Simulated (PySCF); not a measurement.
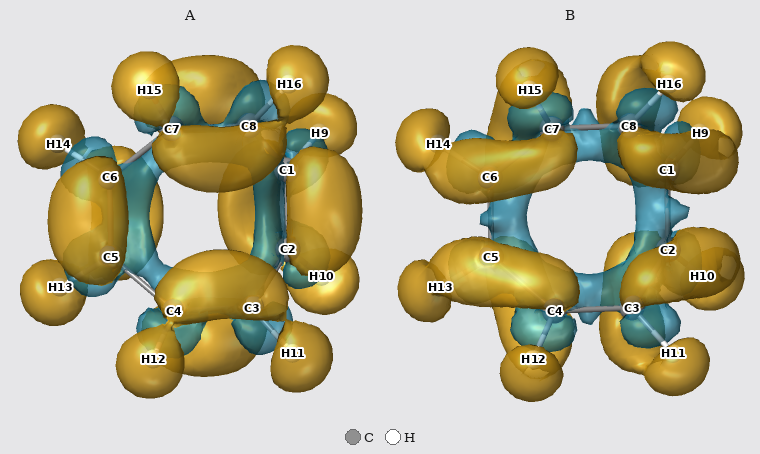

C8H8, SMILES `C1=CC=CC=CC=C1`. The two Fukui functions at ±0.015 e/Å³ (yellow positive, teal negative).

Level of theory: B3LYP/def2-SVP (PySCF), at a geometry from GFN2-xTB. No frequency check shows the geometry to be a minimum.

Cartesian coordinates (Å):

```
C1       1.5915    0.4676   -0.4132
C2       1.4250   -0.8492   -0.4126
C3       0.4673   -1.5918    0.4121
C4      -0.8494   -1.4245    0.4135
C5      -1.5915   -0.4670   -0.4124
C6      -1.4251    0.8486   -0.4130
C7      -0.4678    1.5919    0.4122
C8       0.8500    1.4246    0.4138
H9       2.3800    0.9066   -1.0150
H10      2.0792   -1.4712   -1.0139
H11      0.9067   -2.3809    1.0126
H12     -1.4709   -2.0789    1.0151
H13     -2.3803   -0.9056   -1.0140
H14     -2.0799    1.4693   -1.0150
H15     -0.9068    2.3809    1.0132
H16      1.4719    2.0786    1.0154
```

Which panel is f⁻ (electron removed) and which f⁺ (electron added)?

A is f⁻, B is f⁺. f⁻ (Hirshfeld-condensed) is largest on C1, C2, C3, C4, C5, C6, C7 and C8 (0.08 each) and H9, H10, H11, H12, H13, H14, H15 and H16 (0.05 each); the vertical ionisation energy is 8.08 eV (the stability of the cation's solution wasn't checked). f⁺ (Hirshfeld-condensed) is largest on C1, C2, C3, C4, C5, C6, C7 and C8 (0.07 each) and H9, H10, H11, H12, H13, H14, H15 and H16 (0.05 each); the vertical electron affinity is −0.89 eV (the stability of the anion's solution wasn't checked; negative, but this basis has no diffuse functions, so it doesn't show that the anion is unbound).

What chemical potential and hardness follow from the two energies?

μ = −(I + A)/2 = −3.60 eV and η = I − A = 8.96 eV.
